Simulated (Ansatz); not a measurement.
## Electronic structure of GaH3OSeSi in real space

Input

```
crystal:
  periodic: [false, false, false]
  atoms:
    - symbol: Ga
      position_ang: [-4.809122, -0.613429, -1.404310]
    - symbol: O
      position_ang: [-3.202342, -0.584520, -0.484253]
    - symbol: Se
      position_ang: [-0.507620, -1.142582, -2.377201]
    - symbol: Si
      position_ang: [-1.597834, -0.895569, -0.349064]
    - symbol: H
      position_ang: [-0.934507, 0.202343, 0.399483]
    - symbol: H
      position_ang: [-0.560798, 0.301192, -2.708611]
    - symbol: H
      position_ang: [-1.341727, -2.203874, 0.308891]
basis:
  gaussian:
    orbitals: def2-TZVPD
hamiltonian:
  xc: pbe0
output:
  forces: true
  orbitals: {seedname: orbitals}
```

Run with:

```sh
ansatz run input.yaml --threads 2 --pin off --max-ram 4350MiB --events-out events.jsonl --progress --plain --runs-dir runs
```

Geometry: B3LYP/6-31G*.

All numbers below come from isolated molecule in a Gaussian basis; Kohn-Sham density functional theory, functional PBE0 in Ansatz 0.2.0.

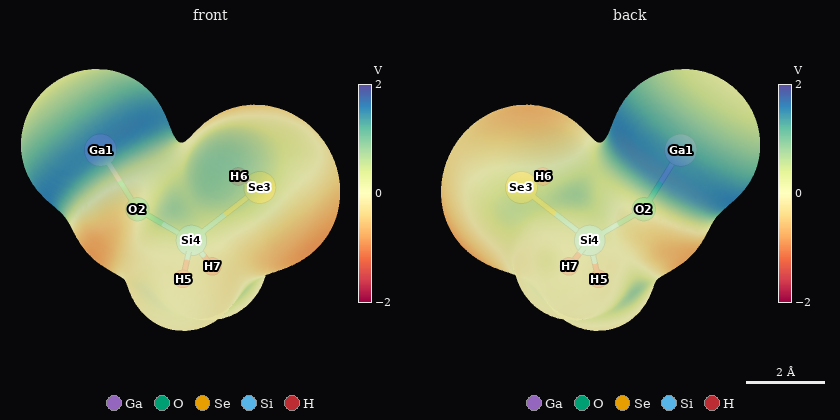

Figure 1. The molecular electrostatic potential painted on the density surface at 0.002 e/bohr³, seen from the front and from behind; the colour scale runs from red (negative) to blue (positive).

**Where is the surface potential most negative and most positive?**

The most negative region (about −0.9 V) lies over O2 and Se3, the most positive (about +1.6 V) over Ga1.

**What dipole moment does the calculation give?**

Its dipole moment is 2.28 D.

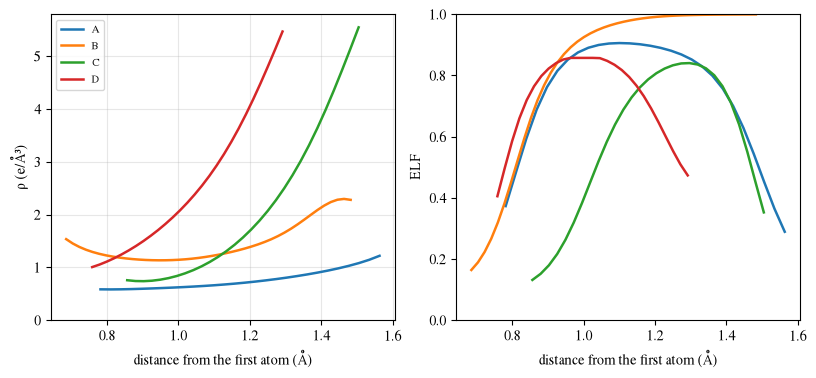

Figure 2. Total electron density and electron localisation function along straight lines between neighbouring atoms. The curves leave out the atomic cores.

**Which curve belongs to which contact (Ga–O, Se–H, Si–O and Si–Se)? The first atom named is at distance zero.**

Curve A: Si–Se (2.32 Å): ρ is about 0.69 e/Å³ halfway, with its minimum of 0.58 e/Å³ about 0.8 Å from Si; the ELF peaks at about 0.90 between the atoms (a shared electron pair). Curve B: Se–H (1.48 Å): ρ is about 1.3 e/Å³ halfway; the ELF climbs to about 1 towards the hydrogen, as it does in any bond to H. Curve C: Ga–O (1.85 Å): ρ is about 0.75 e/Å³ halfway; the ELF peaks at about 0.85 in the valence shell of O, 0.6 Å from its nucleus, and is about 0.20 at the midpoint. Curve D: Si–O (1.64 Å): ρ at the midpoint is about 1.2 e/Å³; the ELF peaks at about 0.85 between the atoms: a polar covalent bond.

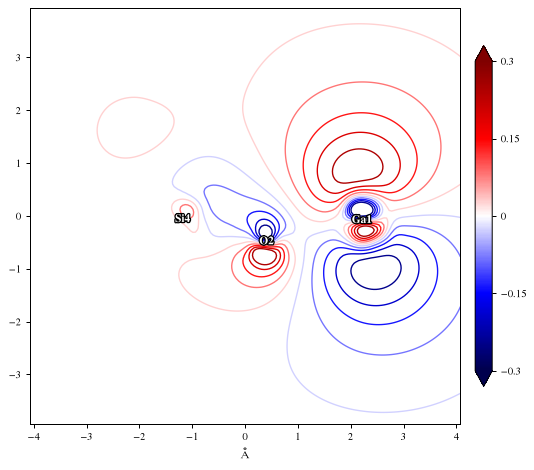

Figure 3. The LUMO on the plane of atoms Ga1, O2 and Si4 (values in Å⁻³ᐟ²; the overall sign is arbitrary).

**What is the character of this orbital?**

Its weight (Hirshfeld) is mainly on Ga1 (about 90 %). Its energy is −1.46 eV.
